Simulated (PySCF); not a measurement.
SMILES C[C](C)(C)[Mg][GeH3] at its GFN2-xTB optimised geometry (Å):

```
18

Mg    -1.2463     0.1578     0.0000
C     -0.4541     1.7048    -1.1768
C     -0.1630     0.9967    -2.4997
C     -1.3011     2.9462    -1.4516
C      0.8778     2.1323    -0.5597
H      0.3971     1.6430    -3.1845
H     -1.0937     0.7047    -2.9990
H      0.4348     0.0923    -2.3300
H     -2.2548     2.6750    -1.9101
H     -1.5051     3.4937    -0.5303
H     -0.7799     3.6260    -2.1375
H      0.7196     2.6760     0.3759
H      1.5051     1.2570    -0.3519
H      1.4354     2.7887    -1.2380
Ge    -0.4521    -2.2298     0.0000
H     -0.5971    -2.9378    -1.3560
H      1.0878    -2.2298     0.0000
H     -0.5986    -3.4937     0.8473
```

Computed with PBE0/def2-SVP run with PySCF. Cells within 0.4 Å of a nucleus heavier than hydrogen are left out (blank, or x).

Map of the deformation density (molecule minus spherical neutral atoms) (e/bohr³) on the plane z = 0.0 Å:

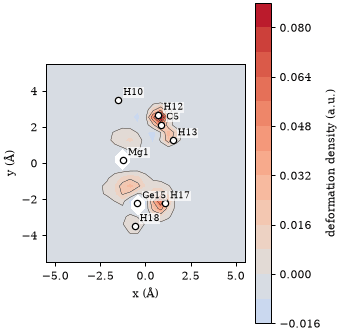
*Deformation density (molecule minus spherical neutral atoms) (e/bohr³) on the plane z = 0.0 Å.*
